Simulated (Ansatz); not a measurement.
# N2H (doublet): BHLYP, wB97M-V, HSE06 over a scan of the angle N2–N1–H3, cc-pVDZ

Aim: run N2H (doublet) with these functionals over a scan of the angle N2–N1–H3, and hold them against the top wave-function level at the same points.

Computed with Ansatz 0.2.0, Gaussian basis. Level: cc-pVDZ, all electrons in the functionals.

The runs, in order: BHLYP, wB97M-V, HSE06, at 72.1°; 88.5°; 104.3°; 117.5°; 125.6°; 139.5°; 155.1°; 180.0°.

15 further runs of the same task are left out: 1 for a known fault of the program, 12 that didn't finish, 2 set aside as unsound or not needed.

## (1) The system

The geometry derives from a PBE0/def2-TZVP stationary point (not a proven minimum). One angle is set to the value named; bond lengths are kept.

3 atoms, charge 0, spin multiplicity 2.

Atoms are counted from 1 here; the program's logs count them from 0.

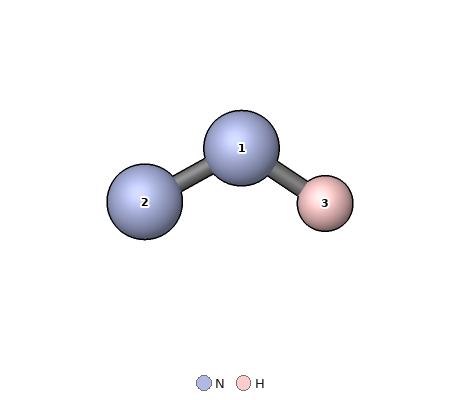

The structure; nitrogen light blue, hydrogen pink; atoms are numbered from 1 in the order of the file.

No dispersion term is added; wB97M-V holds VV10 nonlocal correlation. HSE06 is the plane-wave form.

The geometry shown and the zero of energy belong to the point 117.5°. The yardstick, UCCSDT(Q), and other wave-function levels (R restricted, U unrestricted, valence and pair active spaces) come from earlier runs.

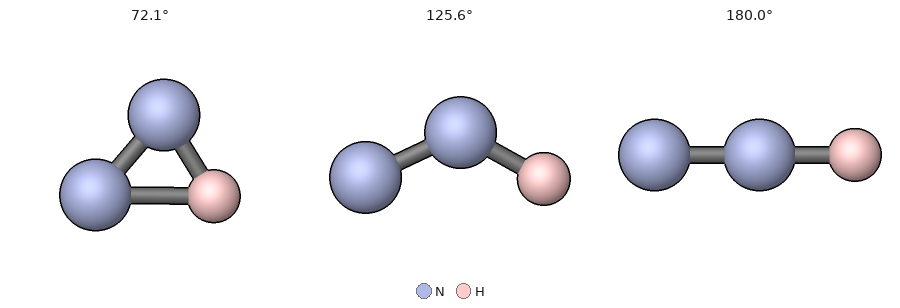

Three points of the scan; sticks are drawn by distance.

## (2) BHLYP, 72.1°

File in.yaml:

```yaml
crystal:
  periodic: [false, false, false]
  atoms:
    - {symbol: N, position_ang: [0.000000, -0.341313, 0.462062]}
    - {symbol: N, position_ang: [0.000000, 0.292460, -0.515077]}
    - {symbol: H, position_ang: [0.000000, 0.678886, 0.736711]}
basis:
  gaussian: {orbitals: cc-pVDZ}
magnetization: {spin_polarized: true, initial_magnetization: 1}
hamiltonian: {xc: {name: BHLYP}}
```

Launch:

```console
$ ansatz run in.yaml --threads 1 --pin off --events-out ev --progress --plain --max-ram 2393MiB
```

The program printed, cut to the lines that bear on the results:

```text
Functional definition: BHLYP
  name "BHLYP"
  cite "Becke, J. Chem. Phys. 98, 1372 (1993) doi:10.1063/1.464304"
  cite "Becke, Phys. Rev. A 38, 3098 (1988) doi:10.1103/PhysRevA.38.3098"
  cite "Lee, Yang & Parr, Phys. Rev. B 37, 785 (1988) doi:10.1103/PhysRevB.37.785"
[...]
318 factors; integrals over basis functions are off by at most 1.5e-3 eV
[...]
mean field -2990.96616116 eV, -109.9159790730 hartree, gradient 4.7e-5 eV, S^2 0.757340; 1 other end points of the search recorded, 0 dependent functions left out
reference -2990.96623771 eV, -109.9159818860 hartree; 8, 7 occupied and 25, 26 virtual orbitals, 318 factors
Total energy: -2990.96623771 eV, -109.9159818860 hartree
```

Wall time 0.66 s (1 thread of Arm Neoverse V1, shared host).

From the report: ⟨S²⟩ of the determinant 0.757 (pure doublet: 0.75).

## (3) BHLYP, 88.5°

File in.yaml:

```yaml
crystal:
  periodic: [false, false, false]
  atoms:
    - {symbol: N, position_ang: [0.000000, -0.269199, 0.495912]}
    - {symbol: N, position_ang: [0.000000, 0.218726, -0.561631]}
    - {symbol: H, position_ang: [0.000000, 0.701397, 0.913263]}
basis:
  gaussian: {orbitals: cc-pVDZ}
magnetization: {spin_polarized: true, initial_magnetization: 1}
hamiltonian: {xc: {name: BHLYP}}
```

Launched as before.

The program printed, cut to the lines that bear on the results:

```text
Functional definition: BHLYP
  name "BHLYP"
  cite "Becke, J. Chem. Phys. 98, 1372 (1993) doi:10.1063/1.464304"
  cite "Becke, Phys. Rev. A 38, 3098 (1988) doi:10.1103/PhysRevA.38.3098"
  cite "Lee, Yang & Parr, Phys. Rev. B 37, 785 (1988) doi:10.1103/PhysRevB.37.785"
[...]
318 factors; integrals over basis functions are off by at most 1.6e-3 eV
[...]
mean field -2991.98848335 eV, -109.9535487206 hartree, gradient 4.1e-5 eV, S^2 0.758622; 0 other end points of the search recorded, 0 dependent functions left out
reference -2991.98856025 eV, -109.9535515464 hartree; 8, 7 occupied and 25, 26 virtual orbitals, 318 factors
Total energy: -2991.98856025 eV, -109.9535515464 hartree
```

Run time: 0.6 s. Hardware: 1 thread of Arm Neoverse V1, shared host.

From the report: ⟨S²⟩ of the determinant 0.759 (pure doublet: 0.75).

## (4) BHLYP, 104.3°

File in.yaml:

```yaml
crystal:
  periodic: [false, false, false]
  atoms:
    - {symbol: N, position_ang: [0.000000, -0.194499, 0.518939]}
    - {symbol: N, position_ang: [0.000000, 0.143441, -0.595630]}
    - {symbol: H, position_ang: [0.000000, 0.709522, 1.065732]}
basis:
  gaussian: {orbitals: cc-pVDZ}
magnetization: {spin_polarized: true, initial_magnetization: 1}
hamiltonian: {xc: {name: BHLYP}}
```

Same command.

The program printed, cut to the lines that bear on the results:

```text
Functional definition: BHLYP
  name "BHLYP"
  cite "Becke, J. Chem. Phys. 98, 1372 (1993) doi:10.1063/1.464304"
  cite "Becke, Phys. Rev. A 38, 3098 (1988) doi:10.1103/PhysRevA.38.3098"
  cite "Lee, Yang & Parr, Phys. Rev. B 37, 785 (1988) doi:10.1103/PhysRevB.37.785"
[...]
318 factors; integrals over basis functions are off by at most 1.6e-3 eV
[...]
mean field -2992.50082244 eV, -109.9723768346 hartree, gradient 3.9e-5 eV, S^2 0.759455; 0 other end points of the search recorded, 0 dependent functions left out
reference -2992.50090109 eV, -109.9723797252 hartree; 8, 7 occupied and 25, 26 virtual orbitals, 318 factors
Total energy: -2992.50090109 eV, -109.9723797252 hartree
```

It took 0.6 s on 1 thread of Arm Neoverse V1, shared host.

From the report: ⟨S²⟩ of the determinant 0.759 (pure doublet: 0.75).

## (5) BHLYP, 117.5°

File in.yaml:

```yaml
crystal:
  periodic: [false, false, false]
  atoms:
    - {symbol: N, position_ang: [0.000000, -0.129220, 0.530635]}
    - {symbol: N, position_ang: [0.000000, 0.078416, -0.615382]}
    - {symbol: H, position_ang: [0.000000, 0.705987, 1.177680]}
basis:
  gaussian: {orbitals: cc-pVDZ}
magnetization: {spin_polarized: true, initial_magnetization: 1}
hamiltonian: {xc: {name: BHLYP}}
```

The command is unchanged.

The program printed, cut to the lines that bear on the results:

```text
Functional definition: BHLYP
  name "BHLYP"
  cite "Becke, J. Chem. Phys. 98, 1372 (1993) doi:10.1063/1.464304"
  cite "Becke, Phys. Rev. A 38, 3098 (1988) doi:10.1103/PhysRevA.38.3098"
  cite "Lee, Yang & Parr, Phys. Rev. B 37, 785 (1988) doi:10.1103/PhysRevB.37.785"
[...]
319 factors; integrals over basis functions are off by at most 1.6e-3 eV
[...]
mean field -2992.59616102 eV, -109.9758804631 hartree, gradient 4.9e-5 eV, S^2 0.759054; 0 other end points of the search recorded, 0 dependent functions left out
reference -2992.59624040 eV, -109.9758833800 hartree; 8, 7 occupied and 25, 26 virtual orbitals, 319 factors
Total energy: -2992.59624040 eV, -109.9758833800 hartree
```

It took 0.6 s on 1 thread of Arm Neoverse V1, shared host.

From the report: ⟨S²⟩ of the determinant 0.759 (pure doublet: 0.75).

## (6) BHLYP, 125.6°

File in.yaml:

```yaml
crystal:
  periodic: [false, false, false]
  atoms:
    - {symbol: N, position_ang: [0.000000, -0.088225, 0.534340]}
    - {symbol: N, position_ang: [0.000000, 0.037912, -0.623485]}
    - {symbol: H, position_ang: [0.000000, 0.699172, 1.238786]}
basis:
  gaussian: {orbitals: cc-pVDZ}
magnetization: {spin_polarized: true, initial_magnetization: 1}
hamiltonian: {xc: {name: BHLYP}}
```

Launched as before.

The program printed, cut to the lines that bear on the results:

```text
Functional definition: BHLYP
  name "BHLYP"
  cite "Becke, J. Chem. Phys. 98, 1372 (1993) doi:10.1063/1.464304"
  cite "Becke, Phys. Rev. A 38, 3098 (1988) doi:10.1103/PhysRevA.38.3098"
  cite "Lee, Yang & Parr, Phys. Rev. B 37, 785 (1988) doi:10.1103/PhysRevB.37.785"
[...]
319 factors; integrals over basis functions are off by at most 1.6e-3 eV
[...]
mean field -2992.53531026 eV, -109.9736442387 hartree, gradient 5.7e-5 eV, S^2 0.758583; 0 other end points of the search recorded, 0 dependent functions left out
reference -2992.53538972 eV, -109.9736471590 hartree; 8, 7 occupied and 25, 26 virtual orbitals, 319 factors
Total energy: -2992.53538972 eV, -109.9736471590 hartree
```

It took 0.67 s on 1 thread of Arm Neoverse V1, shared host.

From the report: ⟨S²⟩ of the determinant 0.759 (pure doublet: 0.75).

From 117.5°: +5.9 kJ/mol.

## (7) BHLYP, 139.5°

File in.yaml:

```yaml
crystal:
  periodic: [false, false, false]
  atoms:
    - {symbol: N, position_ang: [0.000000, -0.016999, 0.534471]}
    - {symbol: N, position_ang: [0.000000, -0.031889, -0.630109]}
    - {symbol: H, position_ang: [0.000000, 0.679372, 1.329018]}
basis:
  gaussian: {orbitals: cc-pVDZ}
magnetization: {spin_polarized: true, initial_magnetization: 1}
hamiltonian: {xc: {name: BHLYP}}
```

Launched as before.

The program printed, cut to the lines that bear on the results:

```text
Functional definition: BHLYP
  name "BHLYP"
  cite "Becke, J. Chem. Phys. 98, 1372 (1993) doi:10.1063/1.464304"
  cite "Becke, Phys. Rev. A 38, 3098 (1988) doi:10.1103/PhysRevA.38.3098"
  cite "Lee, Yang & Parr, Phys. Rev. B 37, 785 (1988) doi:10.1103/PhysRevB.37.785"
[...]
319 factors; integrals over basis functions are off by at most 1.5e-3 eV
[...]
mean field -2992.26464718 eV, -109.9636975541 hartree, gradient 7.0e-5 eV, S^2 0.757678; 1 other end points of the search recorded, 0 dependent functions left out
reference -2992.26472761 eV, -109.9637005098 hartree; 8, 7 occupied and 25, 26 virtual orbitals, 319 factors
Total energy: -2992.26472761 eV, -109.9637005098 hartree
```

Run time: 0.72 s. Hardware: 1 thread of Arm Neoverse V1, shared host.

From the report: ⟨S²⟩ of the determinant 0.758 (pure doublet: 0.75).

From 117.5°: +32.0 kJ/mol.

## (8) BHLYP, 155.1°

File in.yaml:

```yaml
crystal:
  periodic: [false, false, false]
  atoms:
    - {symbol: N, position_ang: [0.000000, 0.063185, 0.525268]}
    - {symbol: N, position_ang: [0.000000, -0.109620, -0.626516]}
    - {symbol: H, position_ang: [0.000000, 0.645280, 1.406973]}
basis:
  gaussian: {orbitals: cc-pVDZ}
magnetization: {spin_polarized: true, initial_magnetization: 1}
hamiltonian: {xc: {name: BHLYP}}
```

Same command.

The program printed, cut to the lines that bear on the results:

```text
Functional definition: BHLYP
  name "BHLYP"
  cite "Becke, J. Chem. Phys. 98, 1372 (1993) doi:10.1063/1.464304"
  cite "Becke, Phys. Rev. A 38, 3098 (1988) doi:10.1103/PhysRevA.38.3098"
  cite "Lee, Yang & Parr, Phys. Rev. B 37, 785 (1988) doi:10.1103/PhysRevB.37.785"
[...]
318 factors; integrals over basis functions are off by at most 1.4e-3 eV
[...]
mean field -2991.79501309 eV, -109.9464388195 hartree, gradient 3.0e-5 eV, S^2 0.756596; 1 other end points of the search recorded, 0 dependent functions left out
reference -2991.79509481 eV, -109.9464418227 hartree; 8, 7 occupied and 25, 26 virtual orbitals, 318 factors
Total energy: -2991.79509481 eV, -109.9464418227 hartree
```

Wall time 0.69 s (1 thread of Arm Neoverse V1, shared host).

From the report: ⟨S²⟩ of the determinant 0.757 (pure doublet: 0.75).

From 117.5°: +77.3 kJ/mol.

## (9) BHLYP, 180.0°

File in.yaml:

```yaml
crystal:
  periodic: [false, false, false]
  atoms:
    - {symbol: N, position_ang: [0.000000, 0.000000, 0.036051]}
    - {symbol: N, position_ang: [0.000000, 0.000000, -1.128624]}
    - {symbol: H, position_ang: [0.000000, 0.000000, 1.092573]}
basis:
  gaussian: {orbitals: cc-pVDZ}
magnetization: {spin_polarized: true, initial_magnetization: 1}
hamiltonian: {xc: {name: BHLYP}}
```

The command is unchanged.

The program printed, cut to the lines that bear on the results:

```text
Functional definition: BHLYP
  name "BHLYP"
  cite "Becke, J. Chem. Phys. 98, 1372 (1993) doi:10.1063/1.464304"
  cite "Becke, Phys. Rev. A 38, 3098 (1988) doi:10.1103/PhysRevA.38.3098"
  cite "Lee, Yang & Parr, Phys. Rev. B 37, 785 (1988) doi:10.1103/PhysRevB.37.785"
[...]
318 factors; integrals over basis functions are off by at most 1.2e-3 eV
[...]
mean field -2991.25485818 eV, -109.9265884927 hartree, gradient 1.2e-5 eV, S^2 0.754996; 0 other end points of the search recorded, 0 dependent functions left out
reference -2991.25493587 eV, -109.9265913479 hartree; 8, 7 occupied and 25, 26 virtual orbitals, 318 factors
Total energy: -2991.25493587 eV, -109.9265913479 hartree
```

Run time: 0.6 s. Hardware: 1 thread of Arm Neoverse V1, shared host.

From the report: ⟨S²⟩ of the determinant 0.755 (pure doublet: 0.75).

From 117.5°: +129.4 kJ/mol.

## (10) wB97M-V, 72.1°

File in.yaml:

```yaml
crystal:
  periodic: [false, false, false]
  atoms:
    - {symbol: N, position_ang: [0.000000, -0.341313, 0.462062]}
    - {symbol: N, position_ang: [0.000000, 0.292460, -0.515077]}
    - {symbol: H, position_ang: [0.000000, 0.678886, 0.736711]}
basis:
  gaussian: {orbitals: cc-pVDZ}
magnetization: {spin_polarized: true, initial_magnetization: 1}
hamiltonian: {xc: {name: wB97M-V}}
output: {forces: true, orbitals: {seedname: orbitals}}
```

Launched as before.

The program printed:

```text
Functional definition: wB97M-V
  name "wB97M-V"
  cite "Mardirossian & Head-Gordon, J. Chem. Phys. 144, 214110 (2016) doi:10.1063/1.4952647"
  cite "Becke, J. Chem. Phys. 107, 8554 (1997) doi:10.1063/1.475007"
  cite "Vydrov & Van Voorhis, J. Chem. Phys. 133, 244103 (2010) doi:10.1063/1.3521275"
  # Of w^i u^j: cxij and so on, Table III.
  parameter omega = 0.3/bohr
  parameter cx = 0.15
  parameter cx01 = 1.007
  parameter cx10 = 0.259
  parameter css00 = 0.443
  parameter css04 = -1.437
  parameter css10 = -4.535
  parameter css20 = -3.390
  parameter css43 = 4.278
  parameter cos00 = 1.000
  parameter cos10 = 1.358
  parameter cos20 = 2.924
  parameter cos21 = -8.812
  parameter cos60 = -1.390
  parameter cos61 = 9.142
  parameter b = 6.0
  parameter c = 0.01
  gx(w, u) = 1 - cx + cx01*u + cx10*w
  gss(w, u) = css00 + css04*u^4 + css10*w + css20*w^2 + css43*w^4*u^3
  gos(w, u) = cos00 + cos10*w + (cos20 + cos21*u)*w^2 + (cos60 + cos61*u)*w^6
  exchange = spin_sum(e_x_unif_sr(omega)*gx(b97_w, b97_u_x)) + cx*exact_x_sr(omega) + exact_x_lr(omega)
  correlation = spin_sum(e_c_pw_mod_same_spin*gss(b97_w, b97_u_same))
      + integral(e_c_pw_mod_opposite_spin*gos(b97_w_opposite, b97_u_opposite)) + vv10(b, c)
318 factors; integrals over basis functions are off by at most 1.5e-3 eV
80 factors; integrals over basis functions are off by at most 5.7e-6 eV
mean field evaluation 1: about -2991.0612 eV, gradient 1.2e1 eV
mean field evaluation 2: about -2991.6274 eV, gradient 5.7e0 eV
mean field evaluation 4: about -2991.7737 eV, gradient 3.8e-1 eV
mean field evaluation 8: about -2991.7760 eV, gradient 3.6e-2 eV
mean field evaluation 16: about -2991.7760 eV, gradient 2.6e-5 eV
mean field -2991.77604264 eV, -109.9457416684 hartree, gradient 2.5e-5 eV, S^2 0.753256; 1 other end points of the search recorded, 0 dependent functions left out
the calculation of the forces begins
reference -2991.77605917 eV, -109.9457422758 hartree; 8, 7 occupied and 25, 26 virtual orbitals, 318 factors
Total energy: -2991.77605917 eV, -109.9457422758 hartree
Atom 0 at     0.000000    -0.341313     0.462062 Å, force    -0.000000    -1.188401     3.605052 eV/Å
Atom 1 at     0.000000     0.292460    -0.515077 Å, force    -0.000000     0.909194    -7.417035 eV/Å
Atom 2 at     0.000000     0.678886     0.736711 Å, force     0.000000     0.279207     3.811982 eV/Å
Dipole moment:    -0.000000     0.192745     0.202326 e Å
```

Run time: 2.6 s. Hardware: 1 thread of Arm Neoverse V1, shared host.

From the report: ⟨S²⟩ of the determinant 0.753 (pure doublet: 0.75).

## (11) wB97M-V, 88.5°

File in.yaml:

```yaml
crystal:
  periodic: [false, false, false]
  atoms:
    - {symbol: N, position_ang: [0.000000, -0.269199, 0.495912]}
    - {symbol: N, position_ang: [0.000000, 0.218726, -0.561631]}
    - {symbol: H, position_ang: [0.000000, 0.701397, 0.913263]}
basis:
  gaussian: {orbitals: cc-pVDZ}
magnetization: {spin_polarized: true, initial_magnetization: 1}
hamiltonian: {xc: {name: wB97M-V}}
output: {orbitals: {seedname: orbitals}}
```

Launched as before.

The program printed, cut to the lines that bear on the results:

```text
Functional definition: wB97M-V
  name "wB97M-V"
  cite "Mardirossian & Head-Gordon, J. Chem. Phys. 144, 214110 (2016) doi:10.1063/1.4952647"
  cite "Becke, J. Chem. Phys. 107, 8554 (1997) doi:10.1063/1.475007"
  cite "Vydrov & Van Voorhis, J. Chem. Phys. 133, 244103 (2010) doi:10.1063/1.3521275"
  # Of w^i u^j: cxij and so on, Table III.
[...]
  gx(w, u) = 1 - cx + cx01*u + cx10*w
[...]
318 factors; integrals over basis functions are off by at most 1.6e-3 eV
80 factors; integrals over basis functions are off by at most 6.5e-6 eV
[...]
mean field -2992.74845864 eV, -109.9814772971 hartree, gradient 1.9e-5 eV, S^2 0.754409; 0 other end points of the search recorded, 0 dependent functions left out
reference -2992.74847561 eV, -109.9814779209 hartree; 8, 7 occupied and 25, 26 virtual orbitals, 318 factors
Total energy: -2992.74847561 eV, -109.9814779209 hartree
```

It took 2.4 s on 1 thread of Arm Neoverse V1, shared host.

From the report: ⟨S²⟩ of the determinant 0.754 (pure doublet: 0.75).

## (12) wB97M-V, 104.3°

File in.yaml:

```yaml
crystal:
  periodic: [false, false, false]
  atoms:
    - {symbol: N, position_ang: [0.000000, -0.194499, 0.518939]}
    - {symbol: N, position_ang: [0.000000, 0.143441, -0.595630]}
    - {symbol: H, position_ang: [0.000000, 0.709522, 1.065732]}
basis:
  gaussian: {orbitals: cc-pVDZ}
magnetization: {spin_polarized: true, initial_magnetization: 1}
hamiltonian: {xc: {name: wB97M-V}}
output: {orbitals: {seedname: orbitals}}
```

The command is unchanged.

The program printed, cut to the lines that bear on the results:

```text
Functional definition: wB97M-V
  name "wB97M-V"
  cite "Mardirossian & Head-Gordon, J. Chem. Phys. 144, 214110 (2016) doi:10.1063/1.4952647"
  cite "Becke, J. Chem. Phys. 107, 8554 (1997) doi:10.1063/1.475007"
  cite "Vydrov & Van Voorhis, J. Chem. Phys. 133, 244103 (2010) doi:10.1063/1.3521275"
  # Of w^i u^j: cxij and so on, Table III.
[...]
  gx(w, u) = 1 - cx + cx01*u + cx10*w
[...]
318 factors; integrals over basis functions are off by at most 1.6e-3 eV
80 factors; integrals over basis functions are off by at most 6.8e-6 eV
[...]
mean field -2993.25401176 eV, -110.0000560318 hartree, gradient 2.8e-5 eV, S^2 0.754627; 0 other end points of the search recorded, 0 dependent functions left out
reference -2993.25402890 eV, -110.0000566615 hartree; 8, 7 occupied and 25, 26 virtual orbitals, 318 factors
Total energy: -2993.25402890 eV, -110.0000566615 hartree
```

Wall time 2.3 s (1 thread of Arm Neoverse V1, shared host).

From the report: ⟨S²⟩ of the determinant 0.755 (pure doublet: 0.75).

## (13) wB97M-V, 117.5°

File in.yaml:

```yaml
crystal:
  periodic: [false, false, false]
  atoms:
    - {symbol: N, position_ang: [0.000000, -0.129220, 0.530635]}
    - {symbol: N, position_ang: [0.000000, 0.078416, -0.615382]}
    - {symbol: H, position_ang: [0.000000, 0.705987, 1.177680]}
basis:
  gaussian: {orbitals: cc-pVDZ}
magnetization: {spin_polarized: true, initial_magnetization: 1}
hamiltonian: {xc: {name: wB97M-V}}
output: {forces: true, orbitals: {seedname: orbitals}}
```

Same command.

The program printed:

```text
Functional definition: wB97M-V
  name "wB97M-V"
  cite "Mardirossian & Head-Gordon, J. Chem. Phys. 144, 214110 (2016) doi:10.1063/1.4952647"
  cite "Becke, J. Chem. Phys. 107, 8554 (1997) doi:10.1063/1.475007"
  cite "Vydrov & Van Voorhis, J. Chem. Phys. 133, 244103 (2010) doi:10.1063/1.3521275"
  # Of w^i u^j: cxij and so on, Table III.
  parameter omega = 0.3/bohr
  parameter cx = 0.15
  parameter cx01 = 1.007
  parameter cx10 = 0.259
  parameter css00 = 0.443
  parameter css04 = -1.437
  parameter css10 = -4.535
  parameter css20 = -3.390
  parameter css43 = 4.278
  parameter cos00 = 1.000
  parameter cos10 = 1.358
  parameter cos20 = 2.924
  parameter cos21 = -8.812
  parameter cos60 = -1.390
  parameter cos61 = 9.142
  parameter b = 6.0
  parameter c = 0.01
  gx(w, u) = 1 - cx + cx01*u + cx10*w
  gss(w, u) = css00 + css04*u^4 + css10*w + css20*w^2 + css43*w^4*u^3
  gos(w, u) = cos00 + cos10*w + (cos20 + cos21*u)*w^2 + (cos60 + cos61*u)*w^6
  exchange = spin_sum(e_x_unif_sr(omega)*gx(b97_w, b97_u_x)) + cx*exact_x_sr(omega) + exact_x_lr(omega)
  correlation = spin_sum(e_c_pw_mod_same_spin*gss(b97_w, b97_u_same))
      + integral(e_c_pw_mod_opposite_spin*gos(b97_w_opposite, b97_u_opposite)) + vv10(b, c)
319 factors; integrals over basis functions are off by at most 1.6e-3 eV
80 factors; integrals over basis functions are off by at most 7.3e-6 eV
mean field evaluation 1: about -2992.6941 eV, gradient 1.1e1 eV
mean field evaluation 2: about -2993.1780 eV, gradient 6.4e0 eV
mean field evaluation 4: about -2993.3558 eV, gradient 1.0e0 eV
mean field evaluation 8: about -2993.3606 eV, gradient 3.9e-2 eV
mean field evaluation 16: about -2993.3606 eV, gradient 1.0e-4 eV
mean field -2993.36064301 eV, -110.0039746580 hartree, gradient 3.1e-5 eV, S^2 0.754261; 0 other end points of the search recorded, 0 dependent functions left out
the calculation of the forces begins
reference -2993.36066042 eV, -110.0039752978 hartree; 8, 7 occupied and 25, 26 virtual orbitals, 319 factors
Total energy: -2993.36066042 eV, -110.0039752978 hartree
Atom 0 at     0.000000    -0.129220     0.530635 Å, force     0.000000    -0.542831     0.996067 eV/Å
Atom 1 at     0.000000     0.078416    -0.615382 Å, force    -0.000000     0.265928    -1.125517 eV/Å
Atom 2 at     0.000000     0.705987     1.177680 Å, force    -0.000000     0.276903     0.129450 eV/Å
Dipole moment:     0.000000     0.229048     0.313231 e Å
```

Run time: 2.7 s. Hardware: 1 thread of Arm Neoverse V1, shared host.

From the report: ⟨S²⟩ of the determinant 0.754 (pure doublet: 0.75).

## (14) wB97M-V, 125.6°

File in.yaml:

```yaml
crystal:
  periodic: [false, false, false]
  atoms:
    - {symbol: N, position_ang: [0.000000, -0.088225, 0.534340]}
    - {symbol: N, position_ang: [0.000000, 0.037912, -0.623485]}
    - {symbol: H, position_ang: [0.000000, 0.699172, 1.238786]}
basis:
  gaussian: {orbitals: cc-pVDZ}
magnetization: {spin_polarized: true, initial_magnetization: 1}
hamiltonian: {xc: {name: wB97M-V}}
output: {orbitals: {seedname: orbitals}}
```

The command is unchanged.

The program printed, cut to the lines that bear on the results:

```text
Functional definition: wB97M-V
  name "wB97M-V"
  cite "Mardirossian & Head-Gordon, J. Chem. Phys. 144, 214110 (2016) doi:10.1063/1.4952647"
  cite "Becke, J. Chem. Phys. 107, 8554 (1997) doi:10.1063/1.475007"
  cite "Vydrov & Van Voorhis, J. Chem. Phys. 133, 244103 (2010) doi:10.1063/1.3521275"
  # Of w^i u^j: cxij and so on, Table III.
[...]
  gx(w, u) = 1 - cx + cx01*u + cx10*w
[...]
319 factors; integrals over basis functions are off by at most 1.6e-3 eV
80 factors; integrals over basis functions are off by at most 8.1e-6 eV
[...]
mean field -2993.30951414 eV, -110.0020957067 hartree, gradient 8.3e-5 eV, S^2 0.753967; 0 other end points of the search recorded, 0 dependent functions left out
reference -2993.30953163 eV, -110.0020963493 hartree; 8, 7 occupied and 25, 26 virtual orbitals, 319 factors
Total energy: -2993.30953163 eV, -110.0020963493 hartree
```

Run time: 2.2 s. Hardware: 1 thread of Arm Neoverse V1, shared host.

From the report: ⟨S²⟩ of the determinant 0.754 (pure doublet: 0.75).

From 117.5°: +4.9 kJ/mol.

(Part 1 of 2 ends here.)
